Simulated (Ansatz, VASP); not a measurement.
# CuI (Marshite): VASP beside Ansatz, part 2 of 2

One calculation is typed for both programs; each brings its own data sets. How far apart do they land?  Valence electrons are named where the data sets of a main pair hold unlike numbers.

VASP 6.6.1 and Ansatz 0.2.0.

So far: Set-up; Ansatz: band structure, HSE03; VASP: band structure, HSE03.

The database entry behind the starting cell differs from later determinations by our own check (about 0.15 % long (mineral sample)), so it need not match the best structure at ambient conditions.

### 3. VASP: band structure, HSE03 (continued)

Level of this step: HSE03; plane waves and PAW (Cu, I) (VASP).

Numbers of over 12 decimals in the logs are rounded to 6 here.

Parts of OUTCAR (step 3):

```text
ion  position               nearest neighbor table
   1  0.250  0.250  0.250-   2 2.63   2 2.63   2 2.63   2 2.63
   2  0.000  0.000  0.000-   1 2.63   1 2.63   1 2.63   1 2.63

  LATTYP: Found a face centered cubic cell.
 ALAT       =     6.0630000000

 Subroutine GETGRP returns: Found 24 space group operations
 (whereof 24 operations were pure point group operations)

The static configuration has the point symmetry T_d .

 Found      8 irreducible k-points:

   k-points           NKPTS =      8   k-points in BZ     NKDIM =     64   number of bands    NBANDS=     15

   dimension x,y,z NGX =    28 NGY =   28 NGZ =   28
   dimension x,y,z NGXF=    56 NGYF=   56 NGZF=   56

   ENCUT  =  400.0 eV  29.40 Ry    5.42 a.u.   6.99  6.99  6.99*2*pi/ulx,y,z

   NELECT =      18.0000    total number of electrons

 k-points in reciprocal lattice and weights: Automatic mesh
   0.00000000  0.00000000  0.00000000       0.016
   0.25000000  0.00000000  0.00000000       0.125
   0.50000000  0.00000000  0.00000000       0.062
   0.25000000  0.25000000  0.00000000       0.094
   0.50000000  0.25000000  0.00000000       0.375
  -0.25000000  0.25000000  0.00000000       0.188
   0.50000000  0.50000000  0.00000000       0.047
  -0.25000000  0.50000000  0.25000000       0.094

  exchange ACFDT corr.  =         0.00000000  see jH, gK, PRB 81, 115126

 average (electrostatic) potential at core
       1 -58.2709       2 -88.8336

 E-fermi :   3.7175

 k-point     1 :       0.0000    0.0000    0.0000
  band No.  band energies     occupation
    ...
      5       1.1750      2.00000
      6       1.1750      2.00000
      7       3.6032      2.00000
      8       3.6033      2.00000
      9       3.6033      2.00000
     10       5.9808      0.00000
     11       9.6786      0.00000
     12       9.6786      0.00000
     13       9.6786      0.00000
     14      13.2287      0.00000
    ...

 k-point     2 :       0.2500    0.0000    0.0000
  band No.  band energies     occupation
    ...
      5       1.1661      2.00000
      6       1.1661      2.00000
      7       1.9804      2.00000
      8       3.1764      2.00000
      9       3.1765      2.00000
     10       7.1224      0.00000
     11      10.2483      0.00000
     12      10.2483      0.00000
     13      10.2772      0.00000
     14      13.5446      0.00000
    ...

 k-point     3 :       0.5000    0.0000    0.0000
  band No.  band energies     occupation
    ...
      5       1.1986      2.00000
      6       1.1986      2.00000
      7       1.2513      2.00000
      8       2.7842      2.00000
      9       2.7842      2.00000
     10       6.9767      0.00000
     11      10.1800      0.00000
     12      10.1800      0.00000
     13      12.1888      0.00000
     14      14.1291      0.00000
    ...

  energy-cutoff  :      400.00
  volume of cell :       55.72
      direct lattice vectors                 reciprocal lattice vectors
     0.000000000  3.031500000  3.031500000    -0.164934851  0.164934851  0.164934851
     3.031500000  0.000000000  3.031500000     0.164934851 -0.164934851  0.164934851
     3.031500000  3.031500000  0.000000000     0.164934851  0.164934851 -0.164934851

 POSITION                                       TOTAL-FORCE (eV/Angst)
 -----------------------------------------------------------------------------------
      1.51575      1.51575      1.51575        -0.000000     -0.000000     -0.000000
      0.00000      0.00000      0.00000         0.000000      0.000000      0.000000
 -----------------------------------------------------------------------------------
    total drift:                               -0.000292     -0.000237     -0.000172

  FREE ENERGIE OF THE ION-ELECTRON SYSTEM (eV)
  ---------------------------------------------------
  free  energy   TOTEN  =        -6.2375885441 eV

  energy  without entropy=       -6.2375885441  energy(sigma->0) =       -6.23758854

 total charge
# of ion       s       p       d       tot
------------------------------------------
    1        0.295   0.252   9.420   9.968
    2        1.489   2.870   0.044   4.403
--------------------------------------------------
tot          1.784   3.122   9.464  14.371

[... 3 further parts left out ...]
```

The k-mesh is coarse for exact exchange; levels may shift by about 0.1 eV on a finer one.

### 4. Comparison

Known differences besides the potentials themselves: exact exchange at q = 0 is treated differently, which shows on coarse meshes; VASP keeps PBE cores, Ansatz makes them for the functional; the data sets hold 36 valence electrons in Ansatz (on its default PAW (the set named soft_2) files) and 18 in VASP; the cutoff is 420 eV in Ansatz and 400 eV in VASP; VASP takes a coarser grid for exact exchange (PRECFOCK = Fast). Total energies have different zeros and are not compared.

Both answers:

| quantity | Ansatz | VASP | difference |
| --- | --- | --- | --- |
| gap over the path points (eV) | 2.432 | 2.377 | +0.055 |

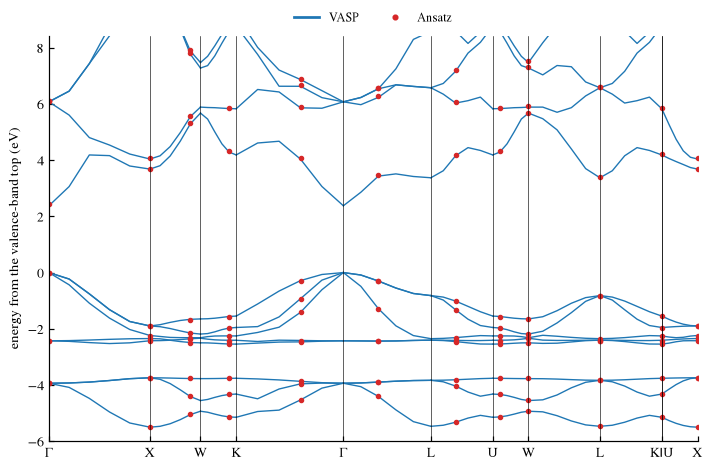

Bands from VASP (lines) and levels from Ansatz (dots). Dots without a line are higher empty bands that the VASP plot leaves out.

Levels at points of the path, from each program's valence-band top (eV; 4 filled, then empty):

| k (reciprocal lattice) | Ansatz | VASP |
| --- | --- | --- |
| 0.000 0.000 0.000 | -2.44 0.00 0.00 0.00 2.43 6.12 6.12 | -2.43 0.00 0.00 0.00 2.38 6.08 6.08 |
| 0.500 0.000 0.500 | -2.36 -2.25 -1.91 -1.91 3.70 4.06 10.61 | -2.35 -2.24 -1.90 -1.90 3.68 4.04 10.61 |
| 0.500 0.200 0.700 | -2.36 -2.33 -2.16 -1.67 5.31 5.58 7.81 | -2.35 -2.32 -2.15 -1.66 5.29 5.55 7.77 |
| 0.400 0.350 0.750 | -2.42 -2.27 -1.98 -1.57 4.31 5.86 8.63 | -2.41 -2.25 -1.97 -1.56 4.29 5.83 8.59 |
| 0.150 0.150 0.300 | -2.43 -1.42 -0.93 -0.28 4.08 5.89 6.67 | -2.42 -1.42 -0.93 -0.28 4.04 5.86 6.63 |
| 0.200 0.200 0.200 | -2.45 -1.29 -0.30 -0.30 3.48 6.27 6.58 | -2.44 -1.28 -0.30 -0.30 3.43 6.23 6.54 |
| 0.550 0.400 0.550 | -2.43 -2.33 -1.33 -1.01 4.19 6.06 7.21 | -2.41 -2.31 -1.32 -1.01 4.16 6.03 7.16 |
| 0.600 0.250 0.650 | -2.42 -2.27 -1.98 -1.57 4.31 5.86 8.63 | -2.41 -2.25 -1.97 -1.56 4.29 5.83 8.59 |
| 0.500 0.250 0.750 | -2.34 -2.33 -2.20 -1.66 5.69 5.92 7.32 | -2.34 -2.32 -2.19 -1.65 5.67 5.89 7.28 |
| 0.500 0.500 0.500 | -2.42 -2.37 -0.82 -0.82 3.41 6.62 6.62 | -2.40 -2.35 -0.82 -0.82 3.37 6.58 6.58 |

Among the levels compared at these points, filled levels agree within 14 meV and empty ones within 55 meV.

### 5. What came out

| Quantity | Value |
| --- | --- |
| largest difference of a filled level at the path points (band structure, HSE03) | 14 meV |
| difference in gap over the path points (band structure, HSE03) | 0.055 eV |

**Reading.** The difference in gap over the path points is 0.055 eV (band structure, HSE03), within the 0.08 eV picked in this series as the mark of a large difference. The data sets hold unlike numbers of valence electrons (36 in Ansatz and 18 in VASP), so part of the differences comes from the potentials. Such differences can come from data sets, numerical settings and the points named under the comparisons, not from the functional's error against experiment.

[Lines on the potential files, build, host, timing and source positions are cut from VASP's logs without a mark.]

[Logs are printed without paths, hosts, clocks, repeated set-up lines and the standing remarks that a program may print on its own settings, such as how far it seeks lower states.]

[Hosts, paths, dates, database ids (printed as entryN), source tags and the programs' standing remarks are cut or masked in the printed files.]
